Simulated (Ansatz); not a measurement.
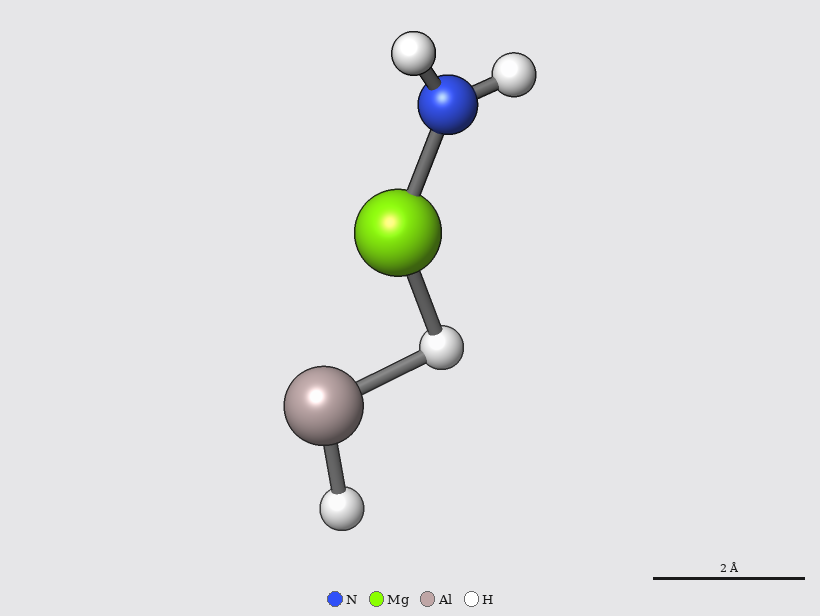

Rendered structure (ball-and-stick style).

The geometry was computed by an optimisation with PBE0-D4/def2-TZVP. No frequency run is at hand to confirm it as a minimum.

> What is the molecular formula?

AlH₄MgN, 7 atoms: 1 aluminium, 4 hydrogen, 1 magnesium and 1 nitrogen.

> Count the bonded pairs by element.

2 N–H, 2 Al–H, 1 Mg–N, 1 Mg–H. Sticks follow a distance rule.

More results for the same structure follow; atom numbers are the same in all pictures, views and colours differ.

**Geometry**

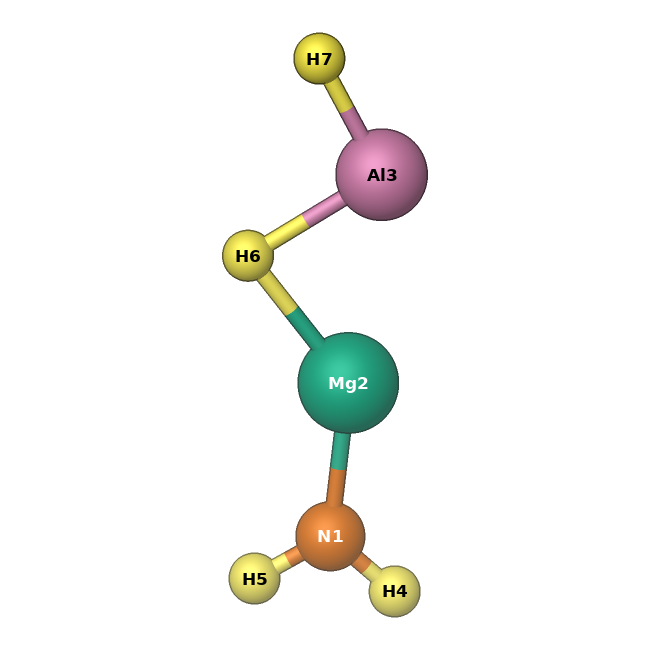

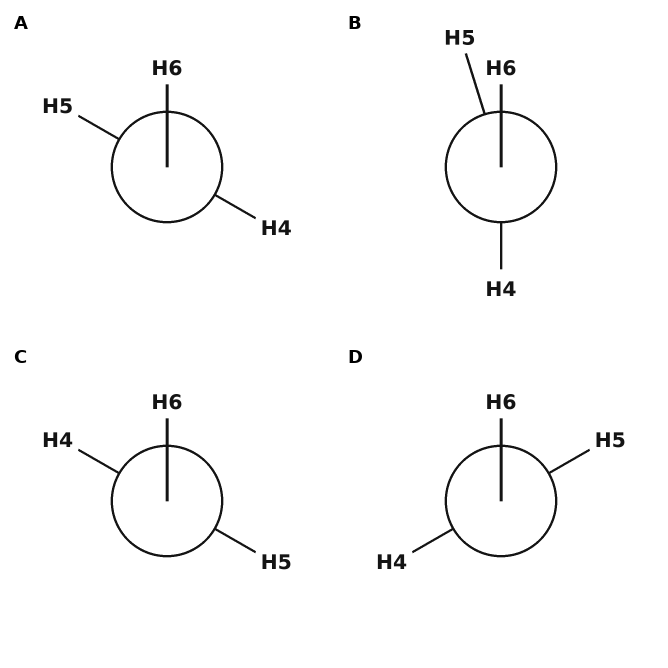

Distant atoms are faded towards the background colour. Bonds that would overlap in a projection are set slightly apart. No frequency run is at hand to confirm it as a minimum.

> Which Newman projection shows the view along Mg2–N1, with Mg2 in front?

B. The torsion angle H6–Mg2–N1–H4 is 180°, antiperiplanar (anti).

**Electronic properties**

No frequency run is at hand to confirm it as a minimum. Level of theory: RKS PBE0-D4/def2-TZVPP (Ansatz 0.2.0).

What does the calculation give?

- HOMO energy (Kohn–Sham orbital): −5.83 eV
- LUMO energy (Kohn–Sham orbital): −2.35 eV
- HOMO–LUMO gap: 3.47 eV
- dispersion correction: −7.4 kJ/mol

**Charges**

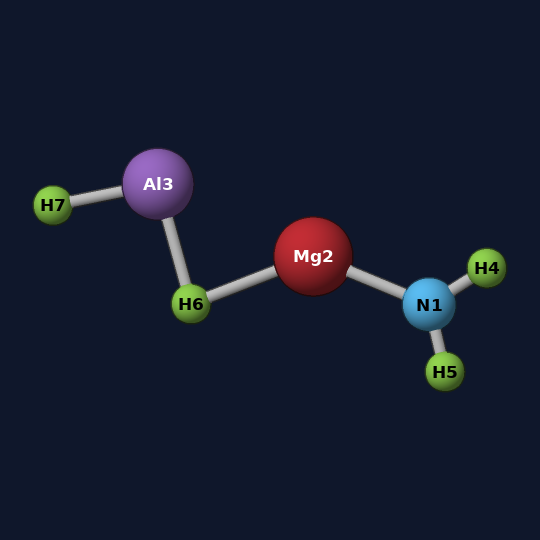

The questions are on Mulliken charges. No frequency run is at hand to confirm it as a minimum. Level of theory: RKS PBE0-D4/def2-TZVP (Ansatz 0.2.0).

Give the Mulliken charges atom by atom.

```
atom  value (e)
  N1      −0.89
 Mg2       0.53
 Al3       0.12
  H4       0.23
  H5       0.23
  H6      −0.15
  H7      −0.08
```

**Dipole moment**

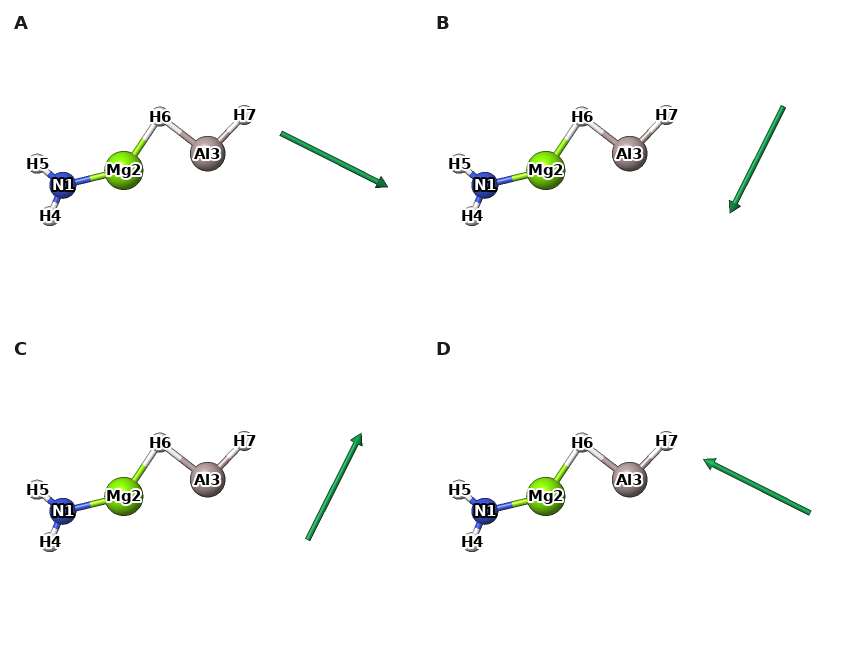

The same molecule four times, each with an arrow. No frequency run is at hand to confirm it as a minimum. Method: RKS PBE0-D4/def2-TZVP (Ansatz 0.2.0).

> Which arrow points along the dipole moment, from the negative to the positive end?

B. The dipole moment is 0.36 D; it points from the side of H7 to the side of H4 (the outermost atoms at the two ends).

Mulliken values depend strongly on the basis set and can even reverse the polarity of a bond.
